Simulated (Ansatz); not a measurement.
BH₂OF₃: several calculations on one system

## 1. Relaxation

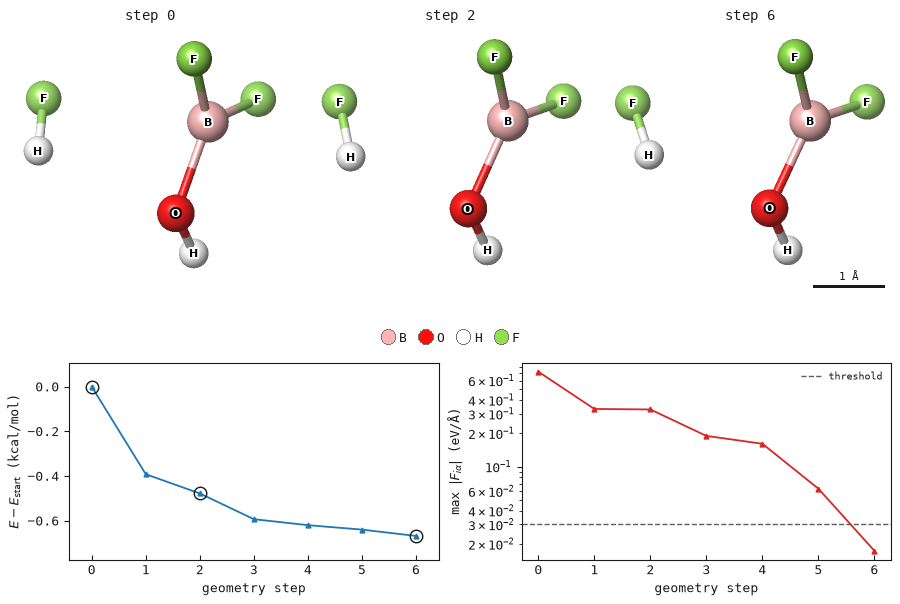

Frames of a relaxation of BH2OF3, marked on the history of the run. A ball-and-stick model, seen at a tilt.

The run prepares an end point of a later path (reaction) calculation, from a guessed geometry.

These are results of Ansatz 0.2.0, RKS B3LYP/6-31G*, not measurements.

Input file:
```yaml
crystal:
  periodic: [false, false, false]
  atoms:
    - { symbol: B, position_ang: [-0.059577, -0.252305, 0.113694] }
    - { symbol: O, position_ang: [-0.050548, -0.411207, 1.489883] }
    - { symbol: H, position_ang: [-0.953911, -0.503431, 1.827308] }
    - { symbol: F, position_ang: [1.095213, -0.185522, -0.521588] }
    - { symbol: F, position_ang: [-1.195126, -0.275799, -0.573529] }
    - { symbol: F, position_ang: [0.016248, 2.194141, 0.717379] }
    - { symbol: H, position_ang: [0.3613, 1.756323, 1.464955] }
basis:
  gaussian: { orbitals: "6-31G*" }
hamiltonian:
  xc: b3lyp
relax:
  f_tol: 0.03
  max_steps: 50
output:
  orbitals: {}
```

Command:
```bash
ansatz run input.yaml --threads 1 --pin off --max-ram 2048MiB --backend cpu --events-out ev --progress --plain --runs-dir out
```

Describe the path.

The energy falls by 0.67 kcal/mol in 6 geometry steps. The largest force component goes from 0.72 to 0.017 eV/Å. F6 moves most after the best rigid fit: 0.17 Å. By element the largest moves are F 0.17 Å, H 0.16 Å, O 0.13 Å, B 0.04 Å. Near-neighbour distances that change, for instance: B1–O2 1.385 → 1.370 Å, F6–H7 0.933 → 0.943 Å. The run took 20 s on 1 thread of Arm Neoverse V1, on a shared host, peak memory 0.14 GiB. From step 0 to 2: H7 moves most (0.19 Å), energy −0.48 kcal/mol. From step 2 to 6: F6 moves most (0.10 Å), energy −0.19 kcal/mol.

```tsv
step	E − E(0), kcal/mol	largest force component, eV/Å
0	0.00	0.7217
1	-0.39	0.3324
2	-0.48	0.3288
3	-0.59	0.1897
4	-0.62	0.1609
5	-0.64	0.0632
6	-0.67	0.0173
```

Limits of the set-up: the start holds two separate molecules, 2.2 Å apart at their closest, whose relative position is a soft coordinate and is computed without a dispersion correction.

## 2. Relaxation

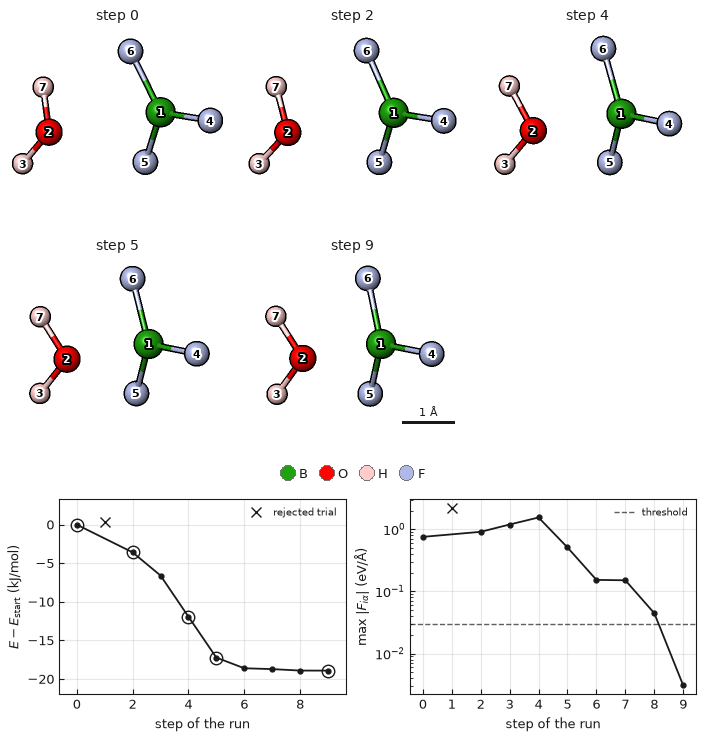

Frames of a relaxation of BH$_{2}$OF$_{3}$, marked on the history of the run. The picture is a ball-and-stick view, seen at a tilt.

The run prepares an end point of a later path (reaction) calculation, from a guessed geometry.

All numbers below come from RKS B3LYP/6-31G* (Ansatz 0.2.0).

Input file:
```yaml
crystal:
  periodic: [false, false, false]
  atoms:
    - { symbol: B, position_ang: [0.068085, 0.435108, -0.438709] }
    - { symbol: O, position_ang: [-0.016502, -0.062043, 2.113784] }
    - { symbol: H, position_ang: [-0.933328, -0.349897, 2.256168] }
    - { symbol: F, position_ang: [1.16352, -0.176278, -0.835518] }
    - { symbol: F, position_ang: [-1.117365, -0.109321, -0.649566] }
    - { symbol: F, position_ang: [0.136163, 1.667076, 0.047942] }
    - { symbol: H, position_ang: [-0.086974, 0.917555, 2.023999] }
basis:
  gaussian: { orbitals: "6-31G*" }
hamiltonian:
  xc: b3lyp
relax:
  f_tol: 0.03
  max_steps: 50
```

Launched with:
```bash
ansatz run input.yaml --threads 1 --pin off --max-ram 2048MiB --backend cpu --events-out ev --progress --plain --runs-dir out
```

Q: Describe the path.

A: The atom that moves furthest after the best rigid fit is O2 (0.43 Å). Largest moves by element: O 0.43 Å, H 0.40 Å, B 0.31 Å, F 0.31 Å. Some distances before and after: B1–O2 2.602 → 1.859 Å, B1–F5 1.321 → 1.352 Å, B1–F6 1.326 → 1.352 Å, B1–F4 1.316 → 1.337 Å. Bond angles that change, for instance: F4–B1–F5 120.5° → 117.6°, H3–O2–H7 103.9° → 106.3°, F5–B1–F6 119.2° → 116.9°. After 8 accepted moves (9 points after the start) the energy has fallen by 18.9 kJ/mol. The largest force component goes from 0.76 to 0.0031 eV/Å. The line search rejected the trial step at point 1 of the run. Cost: 28 s on 1 thread of Arm Neoverse V1, on a shared host, peak memory 0.14 GiB. From step 0 to 2: O2 moves most (0.08 Å), energy −3.59 kJ/mol. From step 2 to 4: O2 moves most (0.23 Å), energy −8.33 kJ/mol. From step 4 to 5: H3 moves most (0.12 Å), energy −5.30 kJ/mol. From step 5 to 9: B1 moves most (0.06 Å), energy −1.69 kJ/mol.

## 3. Path

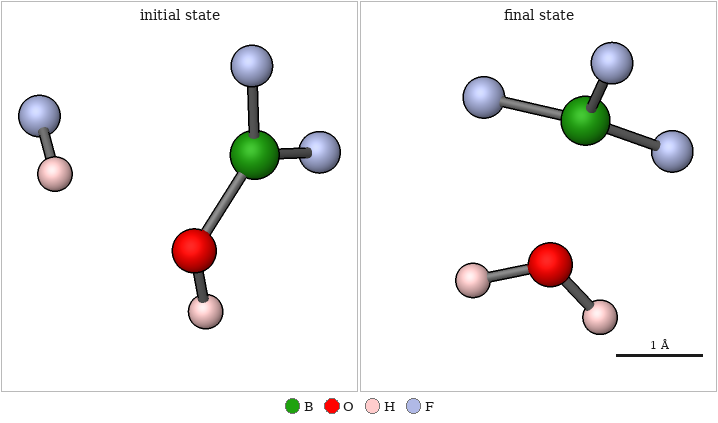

The two relaxed end points of a path for BH2OF3. Style: ball-and-stick. Shown face on.

The calculation used RKS B3LYP/6-31G* (Ansatz 0.2.0).

Settings: 5 movable images; climbing image; force threshold 0.05 eV/Å; iteration limit 60.

Start:
```xyz
7

B    -0.0625   -0.2763    0.0879
O    -0.0497   -0.2895    1.4575
H    -0.9416   -0.4043    1.8198
F     1.0824   -0.1819   -0.5572
F    -1.1961   -0.4187   -0.5874
F     0.0789    2.2883    0.8440
H     0.3023    1.6046    1.4534
```

End:
```xyz
7

B     0.0076    0.4061   -0.1325
O     0.0385    0.0303    1.6882
H    -0.8175   -0.3921    1.8763
F     1.1136   -0.2110   -0.5625
F    -1.1823   -0.1641   -0.4276
F     0.0353    1.7556   -0.0525
H     0.0184    0.8974    2.1287
```

Question: Predict the minimum-energy path and its barrier.

Answer: The highest point, image 3, lies 47.7 kJ/mol above the start and 99.8 kJ/mol above the end; the end is at −52.1 kJ/mol relative to the start. Breaking: B1–O2 (1.37 → 1.50 at the top → 1.86 Å), F6–H7 (0.94 → 1.12 at the top → 2.34 Å). Forming: B1–F6 (2.68 → 1.66 at the top → 1.35 Å), O2–H7 (1.93 → 1.30 at the top → 0.97 Å). The band converged in 8 iterations. The largest component of the band force went from 5.3 to 0.04 eV/Å. The climbing image converged on the top of the path. Its vibrational analysis gives one imaginary mode (929i cm⁻¹), as a transition state must have.

Energies of the converged images:

```csv
image,path (Å),E (kJ/mol)
0,0.00,0.0
1,0.37,2.8
2,0.74,19.8
3,1.11,47.7
4,1.46,-1.6
5,1.80,-43.4
6,2.15,-52.1
```

The geometry at the top of the path:

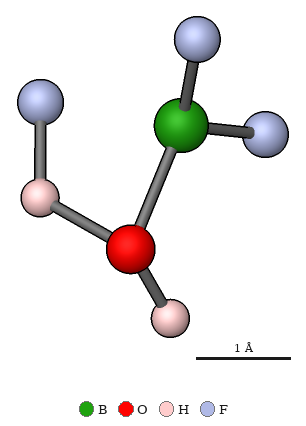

The run took 110 s on 1 thread of Arm Neoverse V1, with other jobs on the host, peak memory 0.14 GiB.
